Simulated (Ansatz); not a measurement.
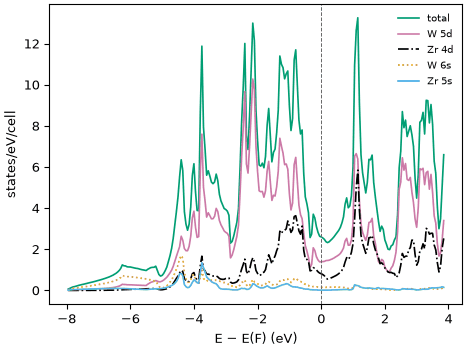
Fig. 1. Total and projected density of states of ZrW2 (cubic Laves (MgCu2 type), space group No. 227), plane-wave PAW PBEsol (Ansatz code)

Task: Which orbitals carry the states next to the Fermi level?

Result: Within 0.5 eV of the Fermi level: W 5d 54 %, Zr 4d 30 %, W 6s 6 %, outside the projected shells 7 %. Projections are on Löwdin-orthogonalised atomic valence shells; empty p or d shells of many metals are not among them.

Task: Where is the tallest occupied peak in this window, and what makes it?

Result: Near -2.1 eV, about 13 states/eV per cell; the largest projected share is W 5d.

Space group Fd-3m (cubic Laves (MgCu2 type)). The workflow started from an entry of the Crystallography Open Database (COD). Its standing as an ambient phase is unchecked. Symmetry was held in the PBEsol relaxation; its stability against distortions is not shown here. No spin polarisation was allowed. Scalar-relativistic: spin–orbit coupling is off unless named, which matters more the heavier the elements.

Potentials: the later of the program's two PAW sets.
